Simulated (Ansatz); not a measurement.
A series of calculations on BiCl$_{2}$F

## 1. Relaxation

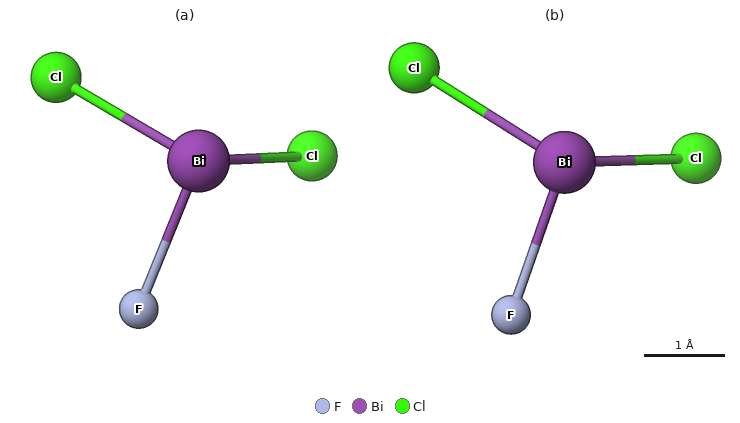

The structure of BiCl2F (coarse preliminary run) before (left) and after (right) a relaxation, at one scale.

A ball-and-stick model, seen at a tilt.

All numbers below come from RKS PBE-D4/def2-SVP (Ansatz 0.2.0). (force threshold 0.03 eV/Å; at most 250 steps)

**What changed between the two?**

The optimiser took 4 steps. A Cl atom moves most after the best rigid fit: 0.21 Å. Largest moves by element: Cl 0.21 Å, Bi 0.19 Å, F 0.11 Å. Some distances before and after: Bi–F 2.078 → 2.052 Å, Bi–Cl 2.500 → 2.478 Å, Bi–Cl 2.472 → 2.478 Å. Among the angles between lasting bonds that change: Cl–Bi–Cl 87.8° → 100.4°, F–Bi–Cl 89.0° → 98.3°, F–Bi–Cl 91.3° → 98.2°.

## 2. Relaxation

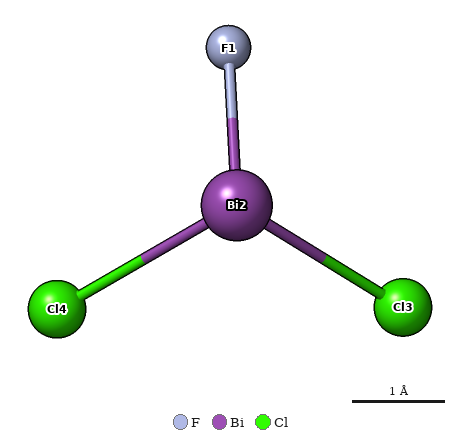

BiCl₂F, before the relaxation. A ball-and-stick model, seen face on.

These are results of RKS PBE0-D4/def2-TZVP in Ansatz, not measurements.

Input file:
```yaml
crystal:
  periodic: [false, false, false]
  atoms:
    - {symbol: F, position_ang: [-0.632105, 0.075155, 1.760997]}
    - {symbol: Bi, position_ang: [-0.395917, -0.745215, -0.105438]}
    - {symbol: Cl, position_ang: [2.077046, -0.641456, -0.229884]}
    - {symbol: Cl, position_ang: [-0.993424, 1.251317, -1.445976]}
basis:
  gaussian: {orbitals: def2-TZVP}
hamiltonian: {xc: pbe0, dispersion: d4}
relax: {f_tol: 0.005, max_steps: 200}
```

> What does the optimiser find from here?

Over 4 geometry steps the energy falls by 1.94 kcal/mol. The largest force component goes from 0.98 to 0.0027 eV/Å. The largest move after the best rigid fit is that of Cl3, 0.083 Å. Largest moves by element: Cl 0.083 Å, F 0.075 Å, Bi 0.016 Å. Near-neighbour distances that change, for instance: Bi2–Cl3 2.478 → 2.417 Å, F1–Bi2 2.052 → 1.998 Å. The run took of the order of 40 core-seconds on a shared host.

Final geometry:

```xyz
4

F    -0.5983    0.0849    1.6942
Bi   -0.4046   -0.7591   -0.1066
Cl    2.0049   -0.6028   -0.2188
Cl   -0.9465    1.2167   -1.3892
```

The end point in the same view:

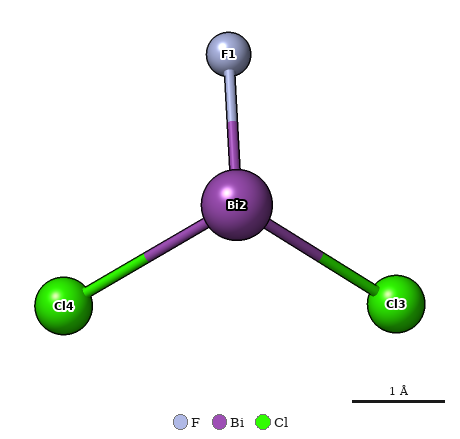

## 3. Distortion

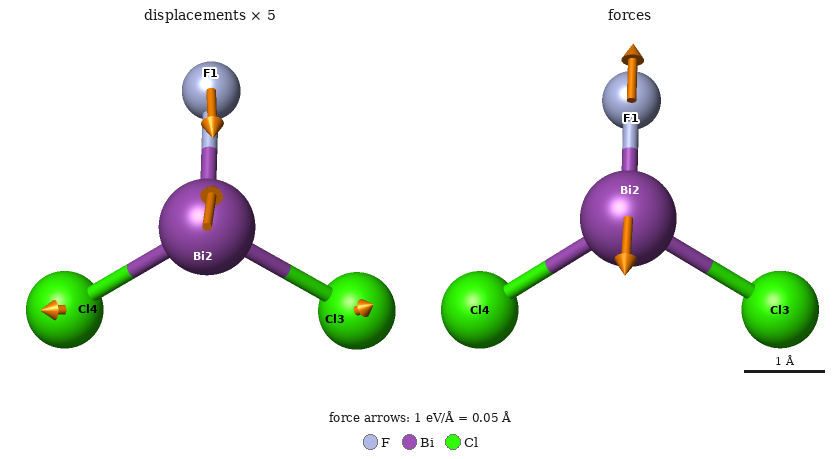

Left: BiCl2F, with orange arrows for the displacements applied to it. Right: the displaced structure with the computed forces. The picture is a ball-and-stick view, seen at a tilt.

These are results of Ansatz 0.2.0, RKS wB97M-V/def2-TZVPP, not measurements. 

Question: How do the forces relate to the distortion?

Answer: All atoms are moved at random (σ = 0.12 Å) from the PBE0-D4/def2-TZVP minimum. Energy change: +48.6 kcal/mol. The largest force is 17 eV/Å, on Bi2. The forces mostly point back along the displacements (cosine −0.89). At other levels of theory the same distortion costs 53.4 kcal/mol (RKS PBE-D4/def2-TZVPP), 49.9 kcal/mol (RKS r2SCAN-D4/def2-TZVPP), 48.2 kcal/mol (RKS PBE0-D4/def2-TZVPP), 49.0 kcal/mol (RHF-CCSD(T), frozen core/def2-TZVPP). Near-neighbour distances before and after: F1–Bi2 1.998 → 1.678 Å, Bi2–Cl4 2.417 → 2.437 Å, Bi2–Cl3 2.417 → 2.399 Å. Among the angles between lasting bonds that change: F1–Bi2–Cl3 96.4° → 102.6°, Cl3–Bi2–Cl4 98.4° → 102.2°.
